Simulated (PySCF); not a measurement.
C₂H₃ClGeP, doublet, SMILES `C#[C][Ge]([PH2])[Cl]`.

PySCF calculation, TPSS/def2-TZVP, gas phase; geometry: GFN2-xTB. No frequency check shows the geometry to be a minimum. A basis without diffuse functions makes polarisabilities too small. The stability of the open-shell solution wasn't checked. GFN2-xTB bond lengths at metals and heavier atoms can be off by up to 0.1 Å and shapes distorted, which carries into these values. GFN2-xTB doesn't know the spin state, so this open-shell geometry is rough.

Coordinates in Å:

```
C1       2.4360   -1.6930    0.4747
C2       1.4878   -1.0313    0.1324
Ge3      0.0161    0.0379   -0.5886
P4      -1.9160   -0.8831    0.5060
Cl5      0.3739    1.9079    0.4327
H6       3.2445   -2.2718    0.8264
H7      -2.1404   -1.8198   -0.4978
H8      -2.7793    0.0369   -0.0820
```

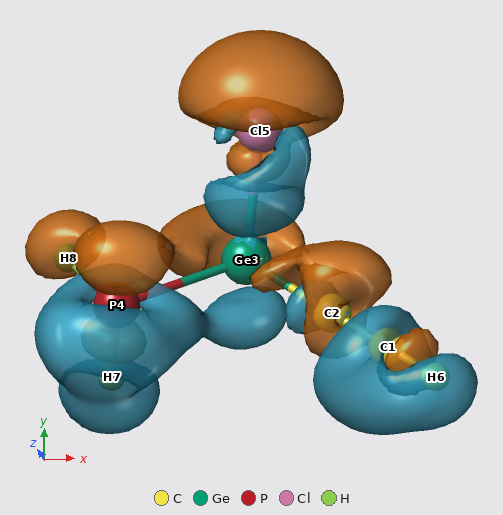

Change of the electron density in a uniform field of 0.26 V/Å, surfaces at ±0.002 e/Å³ (light blue: gain, orange: loss).

> Along which Cartesian direction does the field point?

Along +y: electrons gather on the −y side, against the field.

> What dipole is induced, and what polarisability does it imply?

The induced dipole is 1.28 D (along the field); α along this axis, from the fields in both directions, is 100 bohr³ (14.8 Å³).

> Which atoms gain and lose the most charge?

Electrons gather most on C1 (Hirshfeld charge changes by −0.016 e) and leave Cl5 most (+0.037 e); 0.097 electrons are displaced in all.

The PySCF run took 6.6 min on 1 thread of Arm Neoverse V2, on a shared host, peak memory 0.86 GiB.
